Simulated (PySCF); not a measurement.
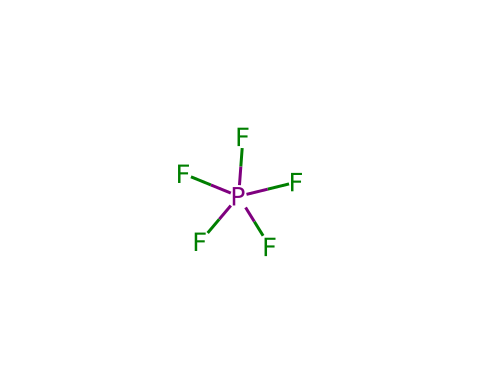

2D structure.

Question: Write the SMILES.

Answer: FP(F)(F)(F)F

Question: What is the molecular formula?

Answer: PF5.

Question: An optimisation with PBE0-D3(BJ)/def2-SVP gave a structure of which point group?

Answer: D3h.

More results for the same structure follow; atom numbers are the same in all pictures, views and colours differ. The computed structure is the end point of a PBE0-D3(BJ)/def2-SVP optimisation. No frequency run is at hand to confirm it as a minimum.

Geometry

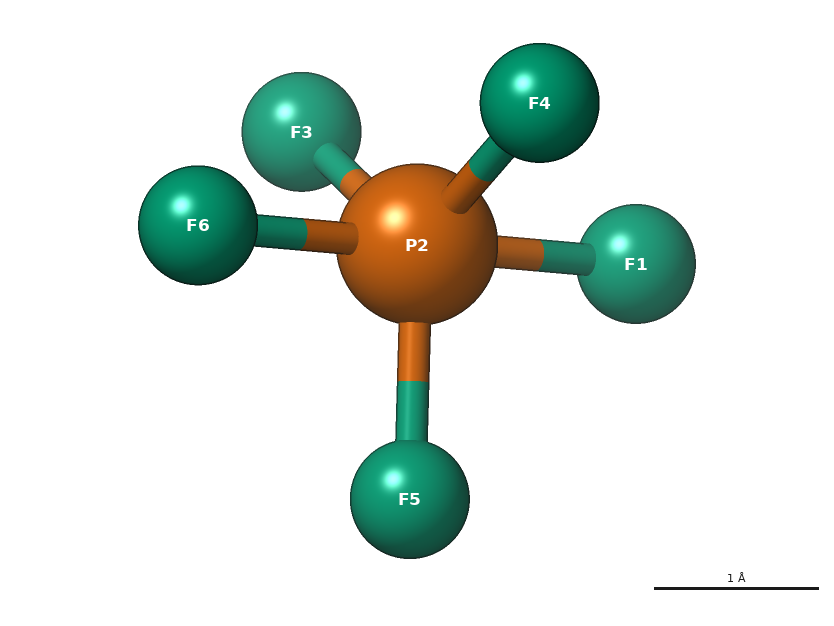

Numbered structure. No frequency run is at hand to confirm it as a minimum.

Give the bond lengths.

| bond | length (Å) | order |
| --- | --- | --- |
| F1–P2 | 1.594 | single |
| P2–F3 | 1.568 | single |
| P2–F4 | 1.569 | single |
| P2–F5 | 1.568 | single |
| P2–F6 | 1.594 | single |

Levels of theory compared

No frequency run is at hand to confirm it as a minimum. Program: PySCF 2.14.0.

At this fixed geometry, give HOMO energy (eV), HOMO–LUMO gap (eV) at these levels: PBE0/IGLO-III; PBE0/aug-cc-pVDZ; PBE0/cc-pVDZ; PBE0/cc-pVTZ; PBE0/pcSseg-0.

| level | HOMO energy (eV) | HOMO–LUMO gap (eV) |
| --- | --- | --- |
| PBE0/IGLO-III | −12.18 | 12.05 |
| PBE0/aug-cc-pVDZ | −12.22 | 11.44 |
| PBE0/cc-pVDZ | −11.84 | 12.05 |
| PBE0/cc-pVTZ | −12.08 | 12.25 |
| PBE0/pcSseg-0 | −12.26 | 11.41 |

NMR shielding

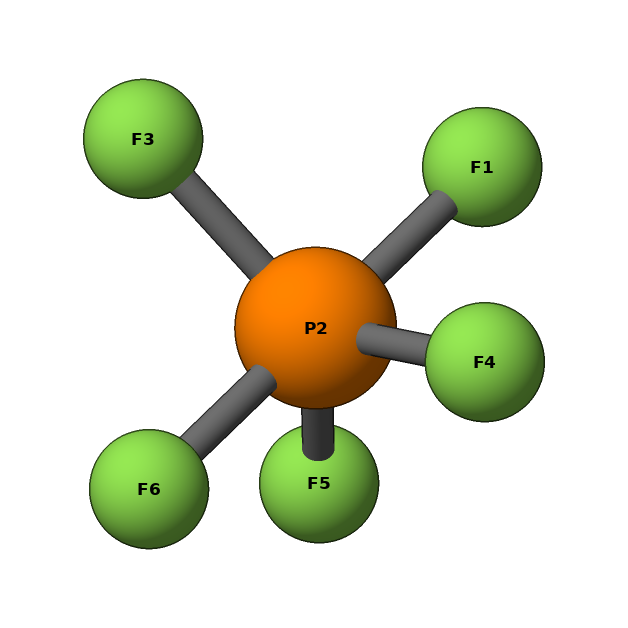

No frequency run is at hand to confirm it as a minimum. Properties computed with GIAO PBE0/pcSseg-0 NMR shielding, non-relativistic, gas phase (PySCF 2.14.0). Principal shieldings σ11 ≤ σ22 ≤ σ33, span Ω = σ33 − σ11, skew κ = 3(σiso − σ22)/Ω.

Give the shielding tensors of the P atoms.

| atom | σ11 | σ22 | σ33 | σiso | Ω | κ |
| --- | --- | --- | --- | --- | --- | --- |
| P2 | 222.3 | 345.0 | 345.1 | 304.2 | 122.8 | −1.00 |

Shieldings and span in ppm.

Charges

The questions are on IAO charges. No frequency run is at hand to confirm it as a minimum. Level of theory: PBE0/aug-cc-pVDZ, gas phase (PySCF 2.14.0).

List the IAO charges.

```
atom  value (e)
  F1      −0.49
  P2       2.32
  F3      −0.45
  F4      −0.45
  F5      −0.45
  F6      −0.49
```
